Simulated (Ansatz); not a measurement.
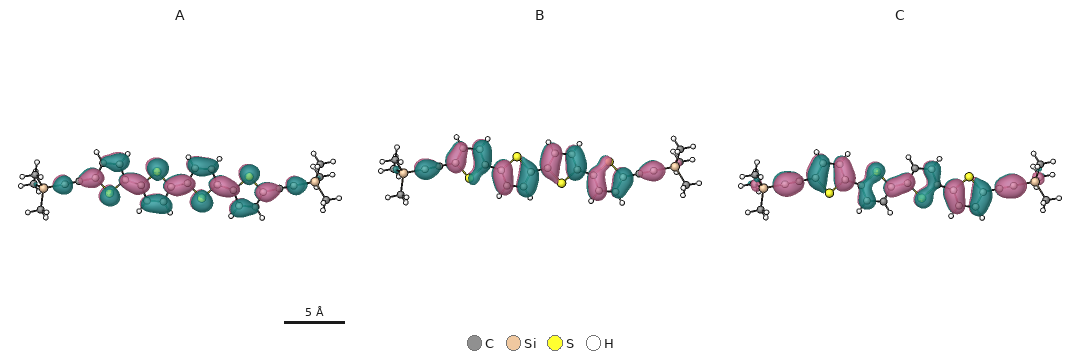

C26H26S4Si2. Three frontier orbitals at ±0.05 Å⁻³ᐟ² (teal and pink are the two phases), in no order.

Geometry: PBE-D4/def2-SVP; not at a stationary point (largest force 1.3 eV/Å).

Method: Ansatz 0.2.0, RKS PBE0-D4/def2-SVP.

Input file:

```
crystal:
  periodic: [false, false, false]
  atoms:
    - {symbol: C, position_ang: [12.057475, -1.823836, -0.848393]}
    - {symbol: Si, position_ang: [11.523390, -0.231034, 0.019150]}
    - {symbol: C, position_ang: [12.366197, -0.084334, 1.705004]}
    - {symbol: C, position_ang: [11.922131, 1.270151, -1.058018]}
    - {symbol: C, position_ang: [9.696920, -0.287552, 0.295858]}
    - {symbol: C, position_ang: [8.476248, -0.333994, 0.502211]}
    - {symbol: C, position_ang: [7.092260, -0.389049, 0.742224]}
    - {symbol: C, position_ang: [6.416035, -0.777419, 1.904101]}
    - {symbol: C, position_ang: [5.011041, -0.708211, 1.784792]}
    - {symbol: C, position_ang: [4.575790, -0.266421, 0.530656]}
    - {symbol: C, position_ang: [3.227713, -0.076352, 0.058837]}
    - {symbol: C, position_ang: [2.779603, 0.371803, -1.186372]}
    - {symbol: C, position_ang: [1.372249, 0.433391, -1.291796]}
    - {symbol: C, position_ang: [0.706824, 0.033840, -0.129343]}
    - {symbol: C, position_ang: [-0.706675, -0.034424, 0.133065]}
    - {symbol: C, position_ang: [-1.372497, -0.447107, 1.290692]}
    - {symbol: C, position_ang: [-2.779764, -0.380659, 1.186833]}
    - {symbol: C, position_ang: [-3.227378, 0.084471, -0.052315]}
    - {symbol: C, position_ang: [-4.575125, 0.284299, -0.521035]}
    - {symbol: C, position_ang: [-5.009154, 0.760627, -1.762880]}
    - {symbol: C, position_ang: [-6.414065, 0.830440, -1.882635]}
    - {symbol: C, position_ang: [-7.091491, 0.407794, -0.733470]}
    - {symbol: C, position_ang: [-8.475849, 0.342732, -0.498185]}
    - {symbol: C, position_ang: [-9.696902, 0.286841, -0.296473]}
    - {symbol: Si, position_ang: [-11.524127, 0.215417, -0.028307]}
    - {symbol: C, position_ang: [-12.203871, -1.323676, -0.891004]}
    - {symbol: C, position_ang: [-11.851789, 0.129484, 1.831088]}
    - {symbol: C, position_ang: [-12.292475, 1.776084, -0.768826]}
    - {symbol: S, position_ang: [-5.943231, -0.080144, 0.507185]}
    - {symbol: S, position_ang: [-1.863518, 0.441480, -1.095539]}
    - {symbol: S, position_ang: [1.864202, -0.422836, 1.106058]}
    - {symbol: S, position_ang: [5.942796, 0.065504, -0.509914]}
    - {symbol: H, position_ang: [11.550588, -1.932270, -1.828578]}
    - {symbol: H, position_ang: [11.808373, -2.713410, -0.235213]}
    - {symbol: H, position_ang: [13.153317, -1.822593, -1.025352]}
    - {symbol: H, position_ang: [12.115591, -0.949964, 2.351101]}
    - {symbol: H, position_ang: [13.469366, -0.050598, 1.587683]}
    - {symbol: H, position_ang: [12.046780, 0.838381, 2.230277]}
    - {symbol: H, position_ang: [11.409257, 1.204209, -2.038894]}
    - {symbol: H, position_ang: [11.600353, 2.210289, -0.566263]}
    - {symbol: H, position_ang: [13.014328, 1.334586, -1.245012]}
    - {symbol: H, position_ang: [6.951068, -1.099674, 2.806624]}
    - {symbol: H, position_ang: [4.313436, -0.972593, 2.591816]}
    - {symbol: H, position_ang: [3.467960, 0.646988, -1.997575]}
    - {symbol: H, position_ang: [0.838612, 0.761134, -2.194777]}
    - {symbol: H, position_ang: [-0.839248, -0.789044, 2.188626]}
    - {symbol: H, position_ang: [-3.468390, -0.663983, 1.995002]}
    - {symbol: H, position_ang: [-4.310705, 1.050455, -2.560383]}
    - {symbol: H, position_ang: [-6.948194, 1.177674, -2.776386]}
    - {symbol: H, position_ang: [-11.993425, -1.294882, -1.979295]}
    - {symbol: H, position_ang: [-11.745638, -2.245550, -0.479239]}
    - {symbol: H, position_ang: [-13.303216, -1.393870, -0.754330]}
    - {symbol: H, position_ang: [-11.443187, 1.020234, 2.349611]}
    - {symbol: H, position_ang: [-12.942667, 0.084400, 2.030826]}
    - {symbol: H, position_ang: [-11.383518, -0.771210, 2.277090]}
    - {symbol: H, position_ang: [-12.079574, 1.846722, -1.854773]}
    - {symbol: H, position_ang: [-11.890038, 2.687197, -0.281780]}
    - {symbol: H, position_ang: [-13.394194, 1.770050, -0.634062]}
basis:
  gaussian: {orbitals: def2-SVP, fitting: {mean_field: def2-universal-jkfit}, initial_orbitals: start.molden}
hamiltonian: {xc: pbe0, dispersion: d4}
scf: {omitted_lower_state_checks: [starts]}
output: {forces: true, orbitals: {seedname: orbitals}}
```

Launched as:

```sh
ansatz run in.yaml --threads 2 --pin off --events-out ev --progress --plain --max-ram 20480MiB --backend cuda --devices 0, --max-vram 18GiB
```

Which picture is the HOMO−1, the HOMO and the LUMO?

C is the HOMO−1 (−6.19 eV). No atom holds more than about 10 % of it (Hirshfeld); by element the shares are C 85 % and S 10 %. B is the HOMO (−5.37 eV). No atom holds more than about 10 % of it (Hirshfeld); by element the shares are C 90 % and S 5 %. A is the LUMO (−2.46 eV). No atom holds more than about 10 % of it (Hirshfeld); by element the shares are C 75 % and S 25 %.

What is the HOMO–LUMO gap?

2.91 eV between the orbital energies.
